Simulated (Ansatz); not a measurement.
# Fields on a plane of LiNbO3 (LiNbO3 type, space group R3c)

```
LiNbO3
1.0
    2.56710     1.48212     4.60885
   -2.56710     1.48212     4.60885
    0.00000    -2.96423     4.60885
Li Nb O
2 2 6
Cartesian
  0.00000   0.00000   9.71349
  0.00000   0.00000   2.80022
  0.00000   0.00000  13.61790
  0.00000   0.00000   6.70462
 -0.64381   1.43448   8.12206
  1.56420  -0.15969   8.12206
 -0.92039  -1.27480   8.12206
  1.00290   1.32243   5.81764
  0.64381  -1.52975   5.81764
 -1.64671   0.20732   5.81764
```

The slice is a (0001) plane (indices of the conventional cell) through the point (0.765, 0.374, 0.123) (fractional), spanned by u = [1 0 -1] and v = [-1 2 -1] in vectors of this cell: u (5.13 Å) and v (8.89 Å, at 90° to u). It covers one period; positions are fractions (u, v).

Atoms on it: O at (0.00, 0.00); O at (0.50, 0.50); O at (0.48, 0.87); O at (0.98, 0.37); O at (0.05, 0.70); O at (0.55, 0.20). Other atoms lie within 1 Å of the plane.

Computed with PBEsol (plane waves to 420 eV, PAW, scalar-relativistic; Ansatz, a quantum-chemistry and plane-wave program). k mesh 8×8×8. Near the nuclei the fields are pseudised (PAW); where an atom keeps semicore shells as valence, they peak there. LiNbO3 is run without spin polarisation. LiNbO3 was relaxed with its symmetry unable to fall. The PAW data are Ansatz's earlier set.

```
v \ u  0.00  0.12  0.25  0.38  0.50  0.62  0.75  0.88
-----  ----  ----  ----  ----  ----  ----  ----  ----
0.93    0.2  -0.3  -0.8   0.0   0.5  -0.1  -0.7  -0.3
0.86   -0.8  -0.8  -0.7   0.3   0.9   0.0  -1.0  -1.1
0.79   -0.2  -0.2  -0.8  -0.5  -0.1  -0.6  -1.3  -0.9
0.71    0.8   0.6  -0.5  -1.2  -1.2  -1.2  -1.2  -0.4
0.64    0.4   0.3  -0.6  -1.0  -1.0  -1.1  -1.3  -0.6
0.57   -0.6  -0.2  -0.4  -0.2   0.2  -0.3  -1.2  -1.1
0.50   -0.5  -0.2  -0.2   0.3   0.9   0.2  -1.0  -0.9
0.43    0.5  -0.1  -0.7  -0.3   0.2  -0.3  -0.8   0.0
0.36    0.9   0.0  -1.0  -1.1  -0.8  -0.8  -0.7   0.3
0.29   -0.1  -0.6  -1.3  -0.9  -0.2  -0.2  -0.8  -0.5
0.21   -1.2  -1.2  -1.2  -0.4   0.8   0.6  -0.5  -1.2
0.14   -1.0  -1.1  -1.3  -0.6   0.4   0.3  -0.6  -1.0
0.07    0.2  -0.3  -1.2  -1.1  -0.6  -0.2  -0.4  -0.2
0.00    0.9   0.2  -1.0  -0.9  -0.5  -0.2  -0.2   0.3
```

Values: log₁₀ of the valence density in e/Å³. The scale is logarithmic, as a density can span decades between atoms and voids.

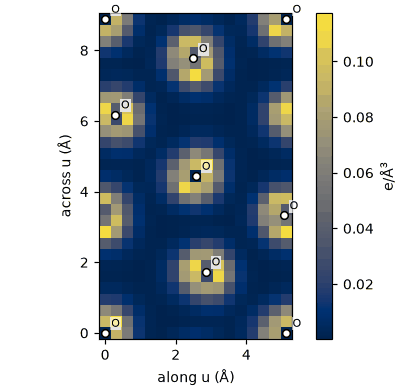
Fig. 1. Density of the highest valence band (whole band, smooth part) in e/Å³, one period of the plane, atoms marked.
